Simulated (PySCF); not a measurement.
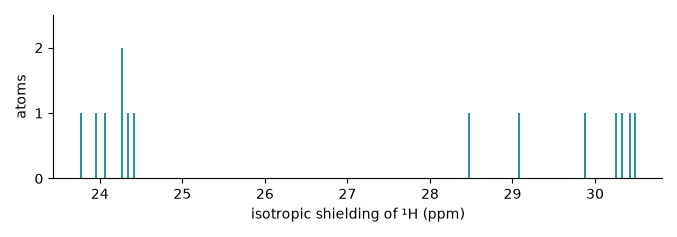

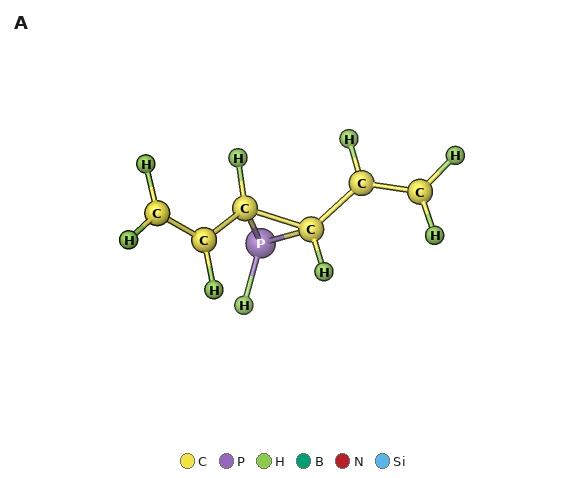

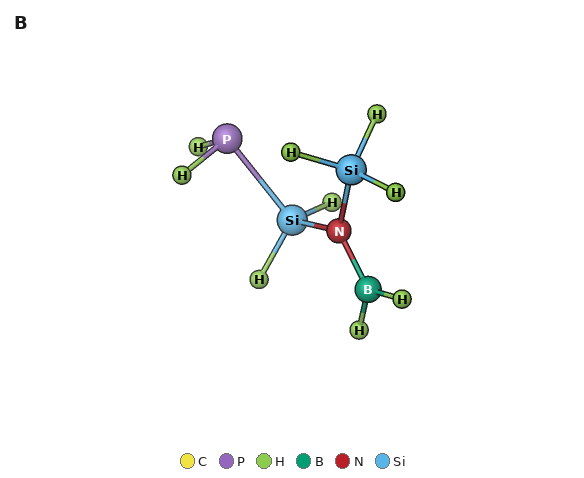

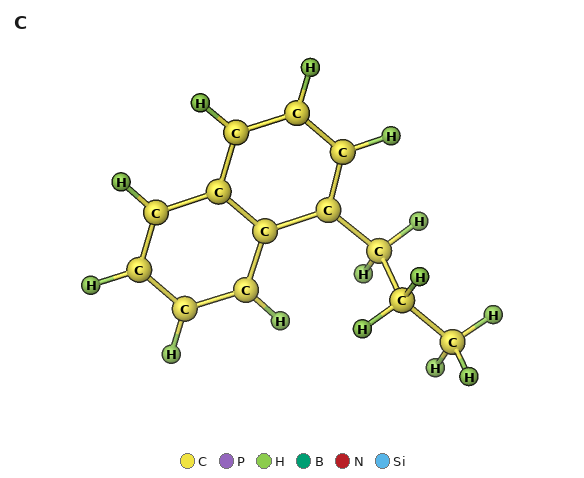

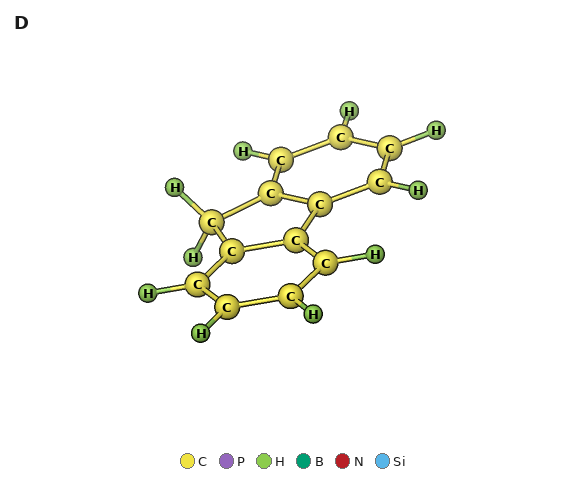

The sticks are computed shieldings of one of the molecules, for one fixed geometry (PBE0-D3(BJ)/def2-SVP) without averaging over rotations. Low shielding means a high chemical shift. Method: GIAO WP04/pcSseg-1 NMR shielding, non-relativistic, gas phase (PySCF 2.14.0).

Match the spectrum to a structure.

Answer. C, `CCCc1cccc2ccccc12`. Its 14 H atoms give lines at 23.77, 23.96, 24.07, 24.27 (2 atoms), 24.35, 24.42, 28.48, 29.08, 29.88, 30.25, 30.33, 30.42, 30.48 ppm.
